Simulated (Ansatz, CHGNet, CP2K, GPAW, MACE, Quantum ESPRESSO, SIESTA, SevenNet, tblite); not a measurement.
**Other levels on Ta(100)/ZrC(100) interface (56 atoms)**

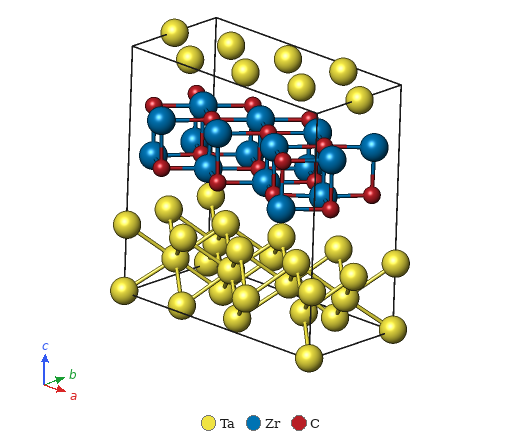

The cell (tantalum yellow, zirconium blue, carbon red). Bonds to atoms that aren't drawn are left out. Some periodic images of atoms are drawn too.

The cell holds 56 atoms: 24 Ta, 16 Zr and 16 C. Cell: a = 13.619 Å, b = 6.606 Å, c = 11.983 Å, α = 90.0°, β = 90.0°, γ = 104.0°. Bcc Ta(100), 3 repeat layers, 8 surface cells, strained -0.00 and +0.00 %; rock-salt ZrC(100), 2 layers, 8 cells, -0.57 and -0.57 %; outer planes 3.13 Å apart and 3.19 Å at the second interface of the periodic stack; not relaxed, displaced by a Gaussian of 0.02 Å. Then every atom was moved at random, 0.02 Å r.m.s. a Cartesian component. Regions: Ta, 24 atoms (24 Ta); ZrC, 32 atoms (16 Zr and 16 C).

Geometry: as built.

The reference, a calculation:

```
method                 : Kohn-Sham DFT, PBE, PAW, plane waves (Ansatz 0.2.0); cutoff 420 eV, Γ point, fermi-dirac smearing of 0.05 eV; PAW set soft_2
r.m.s. force component : 0.4773 eV/Å
longest force          : 1.566 eV/Å
pressure               : -11.57 GPa
SCF cycles             : 9
time                   : 15 s on 4 threads of Arm Neoverse V1, shared host
CPU time               : 56 s
```

Runs, in no order:
A. SIESTA RPBE, PBE potentials, DZP, shift 0.01 Ry, mesh 300 Ry: Kohn-Sham DFT, RPBE, PseudoDojo 0.4.1 norm-conserving pseudopotentials (converted to PSML), numerical atomic orbitals (DZP), diagonalisation
B. SevenNet 0 potential: machine-learned interatomic potential SevenNet 0, trained on PBE(+U) plane-wave data
C. GPAW PBE, plane waves 450 eV: Kohn-Sham DFT, PBE, PAW, plane waves
D. CP2K PBE, DZVP-UZH, 600/50 Ry, diagonalisation: Kohn-Sham DFT, PBE, GTH-PBE pseudopotentials, Gaussian and plane waves, DZVP-MOLOPT (UZH set), diagonalisation
E. CHGNet r2SCAN potential: machine-learned interatomic potential CHGNet r2SCAN, trained on r2SCAN plane-wave data

Q: Order them from the smallest to the largest r.m.s. force difference.

C, D, A, E, B.

```csv
run,"Δ force, r.m.s. (meV/Å)",share of r.m.s. force (%),CPU time
"C. GPAW PBE, plane waves 450 eV",19.6,4.12,9.5 min
"D. CP2K PBE, DZVP-UZH, 600/50 Ry, diagonalisation",43.6,9.13,22 min
"A. SIESTA RPBE, PBE potentials, DZP, shift 0.01 Ry, mesh 300 Ry",89.9,18.8,6.5 min
E. CHGNet r2SCAN potential,325,68.2,3.9 s
B. SevenNet 0 potential,529,111,8.5 s
```

Machine-learned potentials mimic data converged in k, so the reference's own k-point error enters their differences. The electronic-structure runs sample only Γ, in a cell whose shortest periodic width is 6 Å, which is coarse for a cell with partly filled levels.

[Logs are printed without paths, hosts, clocks, repeated set-up lines and the standing remarks that a program may print on its own settings, such as how far it seeks lower states.]

[Hosts, paths, dates, database ids (printed as entryN), source tags and the programs' standing remarks are cut or masked in the printed files.]
